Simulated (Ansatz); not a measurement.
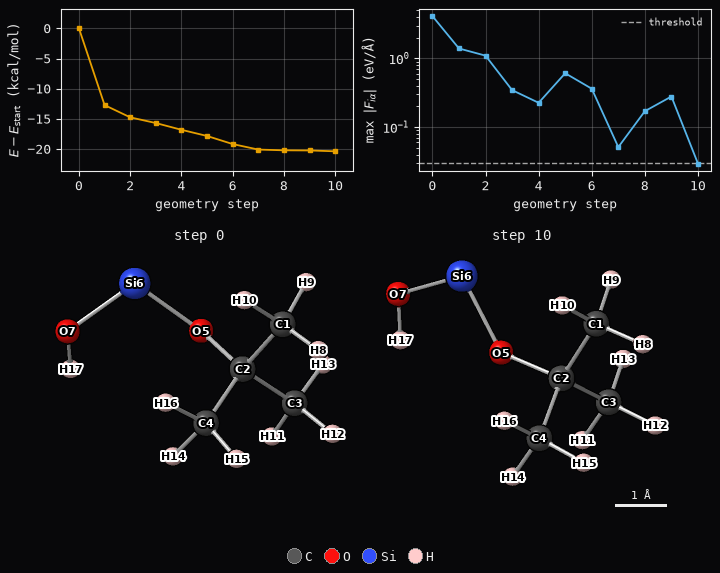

First and last geometry of a relaxation of C4H10O2Si (coarse preliminary run), with the history of the run. The picture is a ball-and-stick view, seen at a tilt.

The start comes from a force field.

Theory: Ansatz, RKS PBE-D4/def2-SVP. (force threshold 0.03 eV/Å; at most 200 steps)

Question: Did the run converge, and what did it change?

Answer: It converged. The energy falls by 20.4 kcal/mol in 10 geometry steps. Largest force component: 4.1 eV/Å at the start, 0.03 eV/Å at the end. The atom that moves furthest after the best rigid fit is O7 (1.14 Å). Largest moves by element: O 1.14 Å, H 0.85 Å, C 0.49 Å, Si 0.19 Å. Among the contacts that change: C2–C4 1.482 → 1.535 Å, C1–H8 1.058 → 1.108 Å, Si6–O7 1.635 → 1.684 Å, C1–H10 1.158 → 1.109 Å. Bond angles that change, for instance: O5–Si6–O7 106.8° → 97.2°, C2–O5–Si6 123.5° → 132.0°, C4–C2–O5 114.8° → 106.8°. Groups turn about O5–Si6 by about 85°, C2–O5 by about 60°, Si6–O7 by about 20°.
